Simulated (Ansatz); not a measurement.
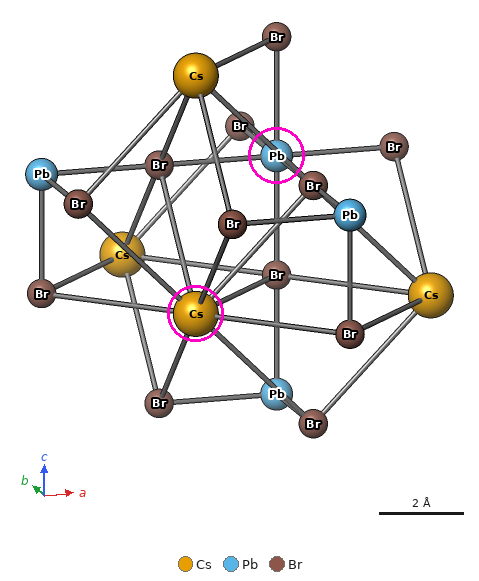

Perfect CsPbBr3. A ball-and-stick model of the atoms within 6.0 Å of one point, seen slightly off an axis.

Method: DFT, PBEsol, PAW, plane waves (Ansatz 0.2.0). (plane-wave cutoff 420 eV; k-point mesh 1 × 1 × 1; mesh shifted by (0.25, 0.25, 0.25); no spin polarisation) Fermi-Dirac smearing of 0.01 eV. The axes drawn are those of the host's conventional cell.

A lead atom is replaced by bismuth and a caesium atom is taken out (a vacancy), the two sites 5.1 Å apart at the ringed places, in charge state 0. The supercell has 40 sites, and the atoms are relaxed at the host's cell.

Question: Predict the relaxed surroundings of the defect.

Answer: In the host the Pb atom has 6 Br at 2.94 Å; the Bi atom ends with 6 Br at 2.83 to 2.90 Å. Around the empty Cs site the host had ; after relaxation the nearest atoms are 1 Br at 3.87 Å. Of the host's atoms, a bromine atom moves furthest from its site, by 0.71 Å.

The relaxed defect, seen from the same direction:

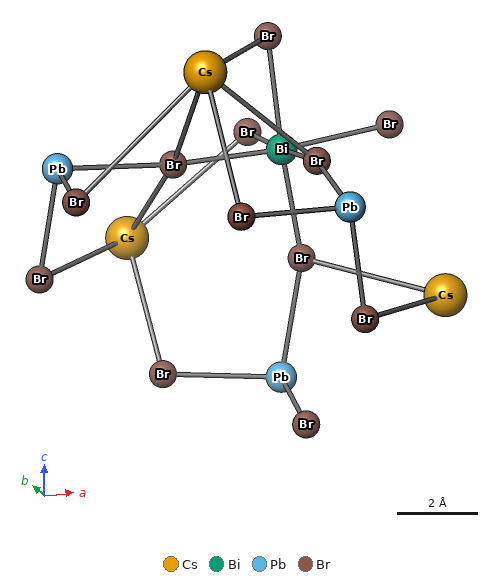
